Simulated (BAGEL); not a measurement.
**CHAlFO+ (SMILES [O+]#[C][AlH][F]): HF/aug-cc-pVDZ (density fitting with qzvpp-jkfit)**

Aim: the vertical ionisation energy of CHAlFO+ at HF/aug-cc-pVDZ (density fitting with qzvpp-jkfit), from 2 runs. 

Program for the calculation: BAGEL 1.2.2.

### Step 1. Starting point

The species is CHAlFO+ (5 atoms), meant as a singlet with charge +1. SMILES: `[O+]#[C][AlH][F]`. The shape comes from GFN2-xTB, which is rough for such elements, and wasn't checked as a minimum.

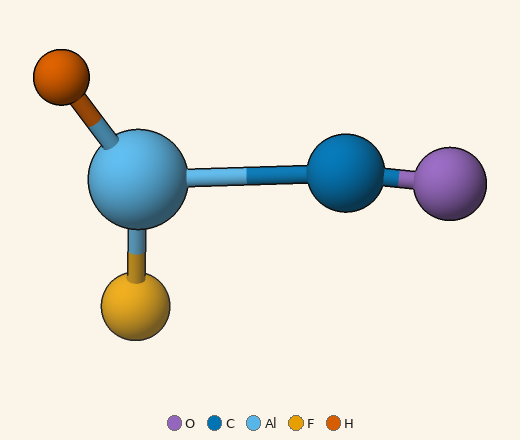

The structure, seen from a chosen angle (oxygen purple, carbon blue, aluminium blue, fluorine amber, hydrogen orange).

### Step 2. The energy at HF/aug-cc-pVDZ (density fitting with qzvpp-jkfit)

Contents of input.json:

```json
{ "bagel": [

{
  "title": "molecule",
  "basis": "aug-cc-pvdz.json",
  "df_basis": "qzvpp-jkfit",
  "angstrom": true,
  "geometry": [
    { "atom": "O", "xyz": [    0.875470,   -1.765280,    1.316800 ] },
    { "atom": "C", "xyz": [    0.590070,   -0.886690,    0.714870 ] },
    { "atom": "Al", "xyz": [   -0.292060,    0.719910,   -0.510680 ] },
    { "atom": "F", "xyz": [   -1.742320,    0.033220,   -0.702740 ] },
    { "atom": "H", "xyz": [    0.568840,    1.898850,   -0.818240 ] }
  ]
},
{
  "title": "hf",
  "charge": 1
},
{
  "title": "print",
  "file": "orbitals.molden",
  "orbitals": true
}

]}
```

The basis set aug-cc-pVDZ is read from a file made from the Basis Set Exchange's data (not shown).

Command:

```bash
$ BAGEL_NUM_THREADS=1 BAGEL input.json > input.out
```

What it wrote:

```text
* using 1 threads per process

  ===============================================================
  ===============================================================

  *** Geometry ***

  { "atom" : "O", "xyz" : [      1.654399,     -3.335896,      2.488391 ] },
  { "atom" : "C", "xyz" : [      1.115071,     -1.675601,      1.350909 ] },
  { "atom" : "Al", "xyz" : [     -0.551913,      1.360433,     -0.965045 ] },
  { "atom" : "F", "xyz" : [     -3.292508,      0.062777,     -1.327986 ] },
  { "atom" : "H", "xyz" : [      1.074952,      3.588306,     -1.546250 ] },

  Number of auxiliary basis functions:      375

  Since a DF basis is specified, we compute 2- and 3-index integrals:
    o Being stored without compression. Storage requirement is 0.033 GB

  Number of basis functions:      105
  Number of electrons      :       37

    * METHOD: MOLECULE                             0.25

  *** RHF ***

  === Nuclear Repulsion ===
   125.0065862181

      * DIIS with orbital gradients will be used.

  === RHF iteration (aug-cc-pvdz.json) ===
      0       -454.21165841          0.01797906           0.07
      1       -454.33868384          0.01602670           0.07
      2       -454.50144164          0.00164022           0.07
      3       -454.50304249          0.00082582           0.07
      4       -454.50354167          0.00012394           0.07
      5       -454.50355300          0.00002297           0.07
      6       -454.50355364          0.00000968           0.07
      7       -454.50355377          0.00000352           0.07
      8       -454.50355380          0.00000163           0.07
      9       -454.50355380          0.00000064           0.07
     10       -454.50355380          0.00000022           0.07
     11       -454.50355380          0.00000007           0.07
     12       -454.50355380          0.00000003           0.07
     13       -454.50355380          0.00000001           0.07
     14       -454.50355380          0.00000000           0.07
    * SCF iteration converged.

    * Permanent dipole moment:
           (   -1.207011,    -0.882011,     0.015072) a.u.

    * METHOD: HF                                   1.34

    * METHOD: PRINT                                0.04

  ===============================================================
```

Wall time 1.8 s (1 thread of Arm Neoverse N1, shared host); peak memory 0.11 GiB.

### Step 3. Doublet [CHAlFO]2+

Contents of calc.json:

```json
{ "bagel": [

{
  "title": "molecule",
  "basis": "aug-cc-pvdz.json",
  "df_basis": "qzvpp-jkfit",
  "angstrom": true,
  "geometry": [
    { "atom": "O", "xyz": [    0.875470,   -1.765280,    1.316800 ] },
    { "atom": "C", "xyz": [    0.590070,   -0.886690,    0.714870 ] },
    { "atom": "Al", "xyz": [   -0.292060,    0.719910,   -0.510680 ] },
    { "atom": "F", "xyz": [   -1.742320,    0.033220,   -0.702740 ] },
    { "atom": "H", "xyz": [    0.568840,    1.898850,   -0.818240 ] }
  ]
},
{
  "title": "uhf",
  "charge": 2,
  "nopen": 1
},
{
  "title": "print",
  "file": "orbitals.molden",
  "orbitals": true
}

]}
```

The basis set aug-cc-pVDZ is read from a file made from the Basis Set Exchange's data (not shown).

Command:

```bash
$ BAGEL_NUM_THREADS=1 BAGEL calc.json > calc.out
```

What it wrote:

```text
* using 1 threads per process

  ===============================================================
  ===============================================================

  *** Geometry ***

  { "atom" : "O", "xyz" : [      1.654399,     -3.335896,      2.488391 ] },
  { "atom" : "C", "xyz" : [      1.115071,     -1.675601,      1.350909 ] },
  { "atom" : "Al", "xyz" : [     -0.551913,      1.360433,     -0.965045 ] },
  { "atom" : "F", "xyz" : [     -3.292508,      0.062777,     -1.327986 ] },
  { "atom" : "H", "xyz" : [      1.074952,      3.588306,     -1.546250 ] },

  Number of auxiliary basis functions:      375

  Since a DF basis is specified, we compute 2- and 3-index integrals:
    o Being stored without compression. Storage requirement is 0.033 GB

  Number of basis functions:      105
  Number of electrons      :       37

    * METHOD: MOLECULE                             0.25

  *** Open-shell HF ***

  === Nuclear Repulsion ===
   125.0065862181

      * DIIS with orbital gradients will be used.

  === UHF iteration (aug-cc-pvdz.json) ===
      0       -453.40932015          0.04066762           0.15
      1       -453.39967179          0.04864404           0.15
      2       -453.51426991          0.03696179           0.15
      3       -453.78983046          0.00395695           0.15
      4       -453.79810410          0.00265107           0.15
      5       -453.80282697          0.00168060           0.15
      6       -453.80667618          0.00091592           0.15
      7       -453.80862206          0.00041128           0.15
      8       -453.80908134          0.00017080           0.15
      9       -453.80919927          0.00008101           0.15
     10       -453.80922829          0.00006383           0.15
     11       -453.80923695          0.00002858           0.15
     12       -453.80924329          0.00001498           0.15
     13       -453.80924438          0.00000725           0.15
     14       -453.80924477          0.00000214           0.15
     15       -453.80924496          0.00000084           0.15
     16       -453.80924508          0.00000044           0.15
     17       -453.80924515          0.00000044           0.15
     18       -453.80924518          0.00000044           0.15
     19       -453.80924523          0.00000042           0.15
     20       -453.80924533          0.00000038           0.15
     21       -453.80924549          0.00000026           0.15
     22       -453.80924556          0.00000015           0.15
     23       -453.80924557          0.00000010           0.15
     24       -453.80924557          0.00000007           0.15
     25       -453.80924558          0.00000002           0.15
     26       -453.80924558          0.00000001           0.15
     27       -453.80924558          0.00000001           0.15
    * SCF iteration converged.

    * S^2 (UHF) is 0.7547

    * Permanent dipole moment:
           (   -2.105478,    -3.439399,     1.065585) a.u.

    * METHOD: UHF                                  4.42

    * METHOD: PRINT                                0.04

  ===============================================================
```

It took 5.1 s on 1 thread of Arm Neoverse N1, shared host; peak memory 0.11 GiB.

### Step 4. Outcome

At HF/aug-cc-pVDZ (density fitting with qzvpp-jkfit):

| quantity | value |
| --- | --- |
| singlet CHAlFO+: total energy | -454.50355 Eh |
| singlet CHAlFO+: HOMO energy | -20.09 eV |
| singlet CHAlFO+: LUMO energy | -5.27 eV |
| singlet CHAlFO+: HOMO–LUMO gap | 14.83 eV |
| doublet [CHAlFO]2+: total energy | -453.80925 Eh |
| doublet [CHAlFO]2+: ⟨S²⟩ | 0.755 |
| vertical ionisation energy (to the doublet dication) | 18.893 eV |

**Reading.** Removing an electron at fixed nuclei costs 18.89 eV (436 kcal/mol). −ε(HOMO) before ionisation, 20.09 eV, is 1.20 eV above this ionisation energy.
